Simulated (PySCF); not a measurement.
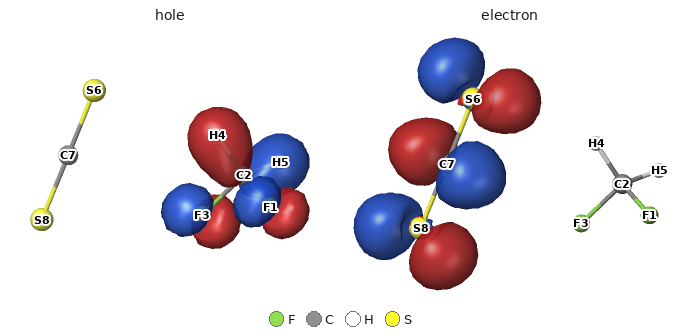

Figure 1: C2H2F2S2, SMILES `FCF.S=C=S`. Leading natural transition orbital pair of S₄ (TDA singlet states); the surfaces enclose about 70 % of each orbital's density.

PySCF calculation, PBE0/def2-SVP, gas phase; geometry: GFN2-xTB. The pair's geometry is semi-empirical, so its contact may be too short or too long. GFN2-xTB bond lengths at metals and heavier atoms can be off by up to 0.1 Å and shapes distorted, which carries into these values. Without diffuse functions Rydberg states are missing, so the states' numbers hold for this basis only.

Input script:

```python
import numpy as np
from pyscf import gto, scf, dft, tdscf
from pyscf.scf import atom_ks, atom_hf
from scipy.linalg import block_diag

def solve(mol, dm0=None, hcore=None):
    mf = (dft.UKS if mol.spin else dft.RKS)(mol, xc='pbe0')
    mf.grids.level = 3
    mf = mf.density_fit(auxbasis='def2-universal-jkfit')
    mf.conv_tol, mf.max_cycle = 1e-8, 80
    if hcore is not None:
        mf.get_hcore = lambda *args: hcore
    mf.kernel(dm0)
    if not mf.converged:
        mf = mf.newton().run(mf.mo_coeff, mf.mo_occ, max_cycle=30)
    assert mf.converged, 'SCF not converged'
    return mf

mol = gto.M(atom='''
F     -3.37453     0.28393     0.45979
C     -2.34881    -0.16054    -0.28516
F     -1.40620     0.79943    -0.31390
H     -1.92538    -1.05678     0.18881
H     -2.70333    -0.33789    -1.30968
S      1.07454    -1.64341     0.02139
C      1.62078    -0.19058     0.03991
S      2.17693     1.25286     0.05857
''', basis='def2-svp', charge=0, spin=0, verbose=4)
mf = solve(mol)
td = mf.TDA()
td.nstates, td.singlet, td.conv_tol = 5, True, 1e-5
td.kernel()
td.analyze()
x, y = np.array([p[0] for p in td.xy]), np.array([p[1] + 0 * p[0] for p in td.xy])
f, mu = td.oscillator_strength(), td.transition_dipole()
nto = [td.get_nto(state=i + 1, verbose=4) for i in range(len(td.e))]
# spherically averaged free atoms, for the promolecule
atm = atom_ks.get_atm_nrks(mol, xc='pbe0')
pro = block_diag(*[(atm[a[0]][2] * atm[a[0]][3]) @ atm[a[0]][2].T for a in mol._atom])
np.savez('result.npz', e=td.e, f=f, ok=td.converged, w=[n[0] for n in nto], nto=[n[1] for n in nto], x=x, y=y, c=mf.mo_coeff, occ=mf.mo_occ, eps=mf.mo_energy, pro=pro, mu=mu)
```

Command:

```sh
OMP_NUM_THREADS=1 python input.py
```

The run took 110 s on 1 thread of Arm Neoverse V2, with other jobs on the host, peak memory 0.57 GiB.

**Characterise the state.**

6.89 eV (180 nm), f = 0.018, charge transfer, whose energy this functional puts too low; the leading pair carries 100 %; hole on F3 (29 %), F1 (22 %) and C2 (22 %), electron on C7 (35 %), S8 (32 %) and S6 (30 %); their centroids lie 3.9 Å apart; S₅ lies within 0.1 eV of it. In canonical orbitals it is mainly HOMO−2 → LUMO (97 %). The HOMO–LUMO gap is 6.01 eV.
